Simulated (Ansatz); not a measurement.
# Calculations on CH6BS

**1. Relaxation**

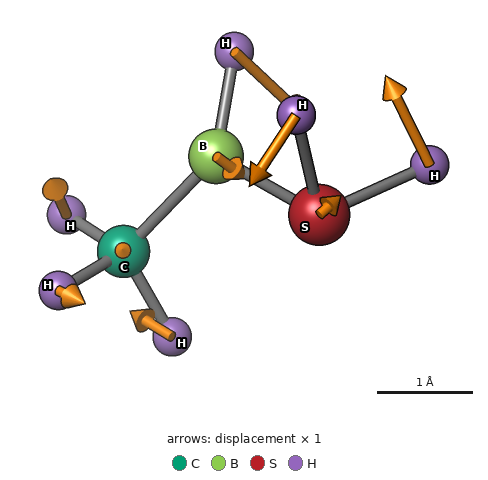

This is a relaxation of CH6BS (charge +1). The starting structure is drawn; orange arrows show the displacements, at their true length. The two geometries are superimposed by the best rigid fit.

A ball-and-stick model, seen from a free direction.

The run prepares an end point of a later path (torsion) calculation, from a guessed geometry.

Level of theory: RKS PBE0/def2-TZVP in Ansatz.

The input:
```yaml
crystal:
  periodic: [false, false, false]
  atoms:
    - { symbol: C, position_ang: [-0.65229, 0.91742, -0.7324] }
    - { symbol: B, position_ang: [0.43075, -0.0285, -0.23713] }
    - { symbol: S, position_ang: [0.0139, -1.09969, 1.32422] }
    - { symbol: H, position_ang: [-1.57722, 0.38355, -0.97776] }
    - { symbol: H, position_ang: [-0.37702, 1.51002, -1.60148] }
    - { symbol: H, position_ang: [-0.98593, 1.60931, 0.04854] }
    - { symbol: H, position_ang: [1.49406, -0.20595, -0.67418] }
    - { symbol: H, position_ang: [0.50779, -2.25982, 0.85388] }
    - { symbol: H, position_ang: [1.14596, -0.82635, 1.99631] }
total_charge: 1
basis:
  gaussian: { orbitals: def2-TZVP }
hamiltonian:
  xc: pbe0
relax:
  f_tol: 0.015
  max_steps: 40
```

Run as
```bash
ansatz run input.yaml --threads 2 --pin off --max-ram 3072MiB --backend cpu --events-out ev --progress --plain --runs-dir out
```

Atoms of which element are displaced furthest, and by how much?

Answer. Hydrogen: up to 1.28 Å, against 0.50 Å for boron.

Describe the change and its energy.

Answer. Over 21 accepted moves (26 points after the start) the energy falls by 0.224 eV. Largest force component: 0.66 eV/Å at the start, 0.0035 eV/Å at the end. The line search rejected the trial steps at points 5, 11, 18, 24, 25 of the run. The forces were under the threshold at step 22, but the run went on from there. The largest move after the best rigid fit is that of H7, 1.28 Å. By element the largest moves are H 1.28 Å, B 0.50 Å, S 0.35 Å, C 0.16 Å. Some distances before and after: B2–H7 1.163 → 1.186 Å, B2–S3 1.939 → 1.922 Å, C1–H5 1.087 → 1.101 Å, C1–H6 1.095 → 1.089 Å. Among the angles between lasting bonds that change: B2–C1–H5 114.8° → 107.3°, H4–C1–H6 102.1° → 109.4°, B2–C1–H6 112.2° → 118.5°. Groups turn about B2–S3 by about 90°, C1–B2 by about 60°. Cost: 58 s on 2 threads of Arm Neoverse V1 (shared host), peak memory 0.23 GiB.

**2. Relaxation**

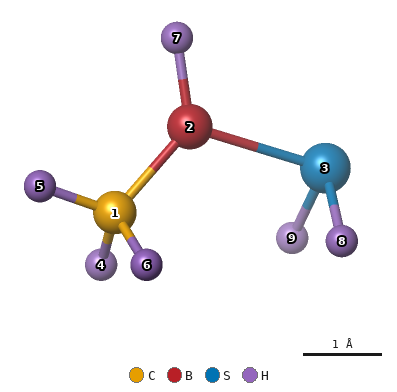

Starting structure of CH$_{6}$BS (charge +1). The picture is a ball-and-stick view, seen at a tilt.

The run prepares an end point of a later path (torsion) calculation, from a guessed geometry.

All numbers below come from RKS PBE0/def2-TZVP (Ansatz).

Input file:
```yaml
crystal:
  periodic: [false, false, false]
  atoms:
    - { symbol: C, position_ang: [-0.65229, 0.91742, -0.7324] }
    - { symbol: B, position_ang: [0.43075, -0.0285, -0.23713] }
    - { symbol: S, position_ang: [0.0139, -1.09969, 1.32422] }
    - { symbol: H, position_ang: [-1.57722, 0.38355, -0.97776] }
    - { symbol: H, position_ang: [-0.37702, 1.51002, -1.60148] }
    - { symbol: H, position_ang: [-0.98593, 1.60931, 0.04854] }
    - { symbol: H, position_ang: [1.49406, -0.20595, -0.67418] }
    - { symbol: H, position_ang: [-0.54708, -0.11195, 2.04583] }
    - { symbol: H, position_ang: [-1.1813, -1.53527, 0.88861] }
total_charge: 1
basis:
  gaussian: { orbitals: def2-TZVP }
hamiltonian:
  xc: pbe0
relax:
  f_tol: 0.015
  max_steps: 40
```

Command:
```bash
ansatz run input.yaml --threads 2 --pin off --max-ram 3072MiB --backend cpu --events-out ev --progress --plain --runs-dir out
```

Q: Where does the relaxation end?

A: The largest move after the best rigid fit is that of H9, 1.36 Å. Largest moves by element: H 1.36 Å, S 0.52 Å, B 0.34 Å, C 0.21 Å. Some distances before and after: B2–H7 1.163 → 1.186 Å, B2–S3 1.939 → 1.923 Å, C1–H5 1.087 → 1.098 Å, C1–H4 1.096 → 1.104 Å. Among the angles between lasting bonds that change: H4–C1–H6 102.1° → 108.5°, B2–C1–H6 112.2° → 118.4°, B2–C1–H4 111.8° → 106.1°. Groups turn about B2–S3 by about 85°, C1–B2 by about 50°. Over 18 accepted moves (19 points after the start) the energy falls by 0.296 eV. Largest force component: 0.68 eV/Å at the start, 0.015 eV/Å at the end. The line search rejected the trial step at point 11 of the run. Cost: 44 s on 2 threads of Arm Neoverse V1, with other jobs on the host, peak memory 0.23 GiB.

Step by step:

| step | E − E(0), eV | largest force component, eV/Å | note |
| --- | --- | --- | --- |
| 0 | 0.0000 | 0.6792 |  |
| 1 | -0.0393 | 0.3973 |  |
| 2 | -0.0519 | 0.1025 |  |
| 3 | -0.0569 | 0.1396 |  |
| 4 | -0.0619 | 0.9379 |  |
| 5 | -0.0941 | 1.2116 |  |
| 6 | -0.1736 | 0.7216 |  |
| 7 | -0.2308 | 0.4212 |  |
| 8 | -0.2730 | 0.2695 |  |
| 9 | -0.2799 | 0.3860 |  |
| 10 | -0.2920 | 0.2016 |  |
| 11 | -0.2859 | 0.2477 | rejected |
| 12 | -0.2941 | 0.1295 |  |
| 13 | -0.2951 | 0.0347 |  |
| 14 | -0.2953 | 0.0354 |  |
| 15 | -0.2956 | 0.0228 |  |
| 16 | -0.2958 | 0.0180 |  |
| 17 | -0.2958 | 0.0134 |  |
| 18 | -0.2959 | 0.0067 |  |
| 19 | -0.2959 | 0.0148 |  |

The structure at the end:

```xyz
9

C    -0.6528    1.1287   -0.7398
B     0.1105   -0.1111   -0.3099
S     0.1097   -0.6377    1.5395
H    -1.4284    0.7812   -1.4437
H    -0.0029    1.7573   -1.3620
H    -1.1298    1.7357    0.0287
H     0.7939   -0.8439   -0.9452
H    -1.1711   -0.3933    1.8918
H    -0.0114   -1.9780    1.4250
```

The end point in the same view:

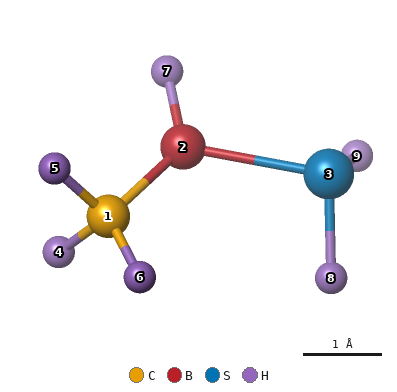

**3. Path**

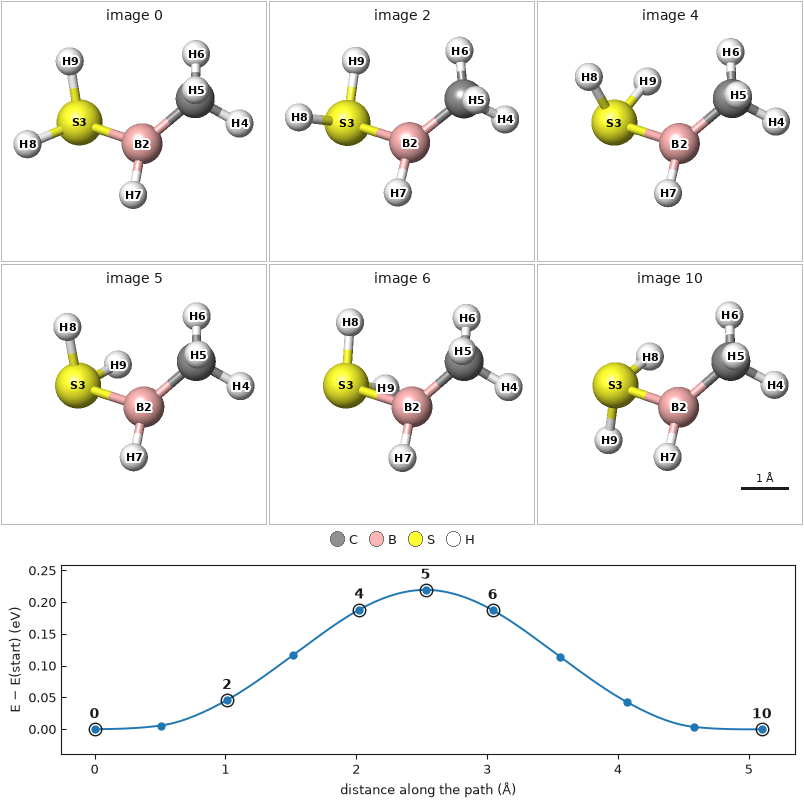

A search for the minimum-energy path of CH6BS (charge +1) by the nudged elastic band. Images are numbered from 0 (start) to 10 (end). The picture is a ball-and-stick view, seen at a tilt.

Theory: Ansatz 0.2.0, RKS PBE0/def2-TZVP. Run with 9 movable images; climbing image; force threshold 0.05 eV/Å; iteration limit 60; starting path by image-dependent pair potential.

> Read off the barrier and say what moves.

The motion is a rotation about the B–S bond by about 180°. No bond forms or breaks between the ends. Bond angles that change up to the highest image, for instance: B–S–H 101.7° → 96.0°, B–S–H 100.9° → 96.0°. The barrier is about 0.219 eV in both directions, with image 5 at the top; the ends have the same energy. The band converged in 8 iterations, with a climbing image at the top. At the top, the vibrational analysis gives one imaginary mode (208i cm⁻¹), as a transition state must have.
